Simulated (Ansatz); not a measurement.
# HF/cc-pVDZ run of SiN2H5OF (SMILES N[Si](N)(O)F)

Aim: the vertical singlet–triplet gap of SiN2H5OF at HF/cc-pVDZ, from 2 runs. 

The calculation is run with Ansatz 0.2.0.

122 further runs of the same task are left out: 122 set aside as unsound or not needed. Runs told in other sessions of the task aren't counted.

## 1. The structure to begin with

The species is SiN2H5OF (10 atoms), meant as a singlet with charge 0. As SMILES, `N[Si](N)(O)F`. Geometry: relaxed at PBE0-D4/def2-TZVP. This is one conformer, not always the lowest.

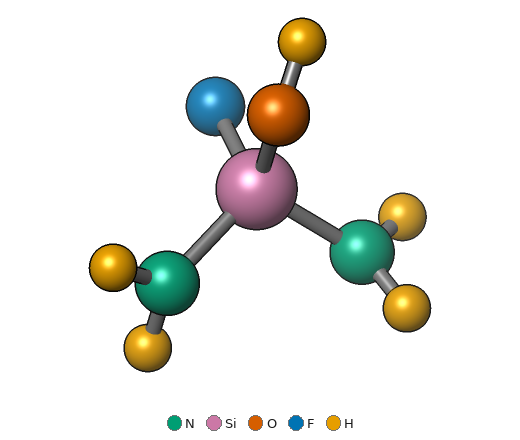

The structure, seen from a chosen angle (nitrogen teal, silicon pink, oxygen orange, fluorine blue, hydrogen amber).

## 2. The energy at HF/cc-pVDZ

Input file molecule.yaml:

```yaml
crystal:
  periodic: [false, false, false]
  atoms:
    - symbol: N
      position_ang: [-0.415800, 1.495400, -0.024800]
    - symbol: Si
      position_ang: [0.063400, -0.096400, -0.298300]
    - symbol: "N"
      position_ang: [-0.488700, -1.065100, 0.977800]
    - symbol: O
      position_ang: [1.671000, 0.022600, -0.585100]
    - symbol: F
      position_ang: [-0.553900, -0.827100, -1.586600]
    - symbol: H
      position_ang: [-1.328300, 1.723100, 0.327300]
    - symbol: H
      position_ang: [0.046600, 2.272000, -0.464100]
    - symbol: H
      position_ang: [-0.741200, -2.027100, 0.831100]
    - symbol: H
      position_ang: [-0.238900, -0.873700, 1.932500]
    - symbol: H
      position_ang: [2.068800, -0.674900, -1.106900]
basis:
  gaussian: {orbitals: cc-pVDZ}
hamiltonian: {xc: hf}
accuracy: high
output: {orbitals: {seedname: orbitals}}
```

The run is started by

```console
ansatz run molecule.yaml --threads 1 --pin off --max-ram 3480MiB --events-out events.jsonl --progress --plain --runs-dir runs
```

Standard output:

```text
Warning: RAYON_NUM_THREADS=1 ignored (pool sized by the plan → 1); use --threads N
Functional definition: HF
  name "HF"
  exchange = exact_x
  correlation = 0
2290 factors; integrals over basis functions are off by at most 3.9e-9 eV
mean field evaluation 1: about -15648.2591 eV, gradient 5.0e1 eV
mean field evaluation 2: about -15648.3442 eV, gradient 5.0e1 eV
mean field evaluation 4: about -15652.9117 eV, gradient 2.8e0 eV
mean field evaluation 8: about -15652.9435 eV, gradient 2.2e-1 eV
mean field evaluation 16: about -15652.9436 eV, gradient 7.3e-9 eV
mean field -15652.94363379 eV, -575.2350685955 hartree, gradient 7.3e-9 eV, S^2 0.000000; 0 other end points of the search recorded, 0 dependent functions left out
reference -15652.94363379 eV, -575.2350685955 hartree; 25, 25 occupied and 74, 74 virtual orbitals, 2290 factors
Total energy: -15652.94363379 eV, -575.2350685955 hartree
```

It took 4.5 s on 1 thread of Arm Neoverse V2, shared host; peak memory 0.31 GiB.

## 3. The triplet, same level

Input file run.yaml:

```yaml
crystal:
  periodic: [false, false, false]
  atoms:
    - symbol: "N"
      position_ang: [-0.415800, 1.495400, -0.024800]
    - symbol: Si
      position_ang: [0.063400, -0.096400, -0.298300]
    - symbol: "N"
      position_ang: [-0.488700, -1.065100, 0.977800]
    - symbol: O
      position_ang: [1.671000, 0.022600, -0.585100]
    - symbol: F
      position_ang: [-0.553900, -0.827100, -1.586600]
    - symbol: H
      position_ang: [-1.328300, 1.723100, 0.327300]
    - symbol: H
      position_ang: [0.046600, 2.272000, -0.464100]
    - symbol: H
      position_ang: [-0.741200, -2.027100, 0.831100]
    - symbol: H
      position_ang: [-0.238900, -0.873700, 1.932500]
    - symbol: H
      position_ang: [2.068800, -0.674900, -1.106900]
basis:
  gaussian: {orbitals: cc-pVDZ}
output: {orbitals: {seedname: orbitals}}
hamiltonian: {xc: hf}
accuracy: high
magnetization: {spin_polarized: true, initial_magnetization: 2}
```

The run is started by

```console
ansatz run run.yaml --threads 1 --pin off --max-ram 3480MiB --events-out events.jsonl --progress --plain --runs-dir runs
```

Standard output, shortened:

```text
Warning: RAYON_NUM_THREADS=1 ignored (pool sized by the plan → 1); use --threads N
Functional definition: HF
  name "HF"
[...]
2290 factors; integrals over basis functions are off by at most 3.9e-9 eV
[...]
mean field -15646.30304712 eV, -574.9910315365 hartree, gradient 3.8e-8 eV, S^2 2.007210; 2 other end points of the search recorded, 0 dependent functions left out
reference -15646.30304712 eV, -574.9910315365 hartree; 26, 24 occupied and 73, 75 virtual orbitals, 2290 factors
Total energy: -15646.30304712 eV, -574.9910315365 hartree
```

Wall time 16 s (1 thread of Arm Neoverse V2, shared host); peak memory 0.53 GiB.

## 4. What came out

At HF/cc-pVDZ:

| quantity | value |
| --- | --- |
| singlet: total energy | -575.23507 Eh |
| singlet: HOMO energy | -11.24 eV |
| singlet: LUMO energy | 4.65 eV |
| singlet: HOMO–LUMO gap | 15.90 eV |
| triplet: total energy | -574.99103 Eh |
| triplet: HOMO energy (highest over α and β) | -2.64 eV |
| triplet: LUMO energy (lowest over α and β) | 0.00 eV |
| triplet: ⟨S²⟩ | 2.007 |
| vertical energy of the triplet above the singlet | 6.641 eV |

What this shows: At this shape the triplet lies 6.64 eV (153 kcal/mol) above the singlet.
